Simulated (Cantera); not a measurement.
Feed: 1 mol SiCl4, 2.6 mol HCl, 6.3 mol N2, equilibrated at 3.30 Torr.

Equilibrium computed with Cantera from the NASA thermochemical tables; the gas is ideal and each condensed phase is pure. Candidate condensed phases: NH4Cl, Si, Si3N4; 28 gas species. The tables' values for SiCl3 are old estimates; treat these amounts as uncertain. Kinetics and transport are ignored.

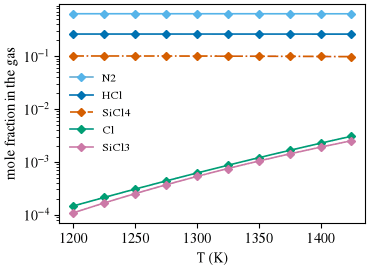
Equilibrium gas composition (values under 1e-9 drawn at 1e-9)

From 1200 K to 1425 K nothing is condensed. The main Si-bearing gas is SiCl4 throughout.
